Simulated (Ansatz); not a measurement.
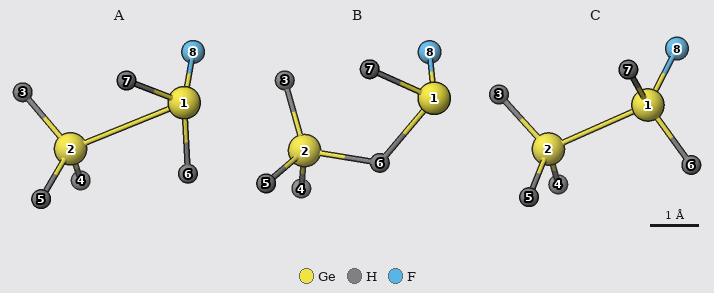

3 geometries from a converged minimum-energy path of Ge₂H₅F, shuffled. A ball-and-stick model, seen from a free direction.

All numbers below come from RKS PBE/def2-SVP in Ansatz 0.2.0. Set-up: 7 movable images; climbing image; force threshold 0.03 eV/Å; iteration limit 60; starting path through a guess of the saddle point.

Which frame is the transition state?

A. In order along the path, whose images run from 0 to 8: C (image 2, +6.0 kcal/mol), A (image 5, +41.5 kcal/mol), B (image 7, +26.0 kcal/mol). Breaking: Ge1–Ge2 (2.44 → 2.72 at the top → 3.19 Å). Forming: Ge2–H6 (3.37 → 2.55 at the top → 1.61 Å).
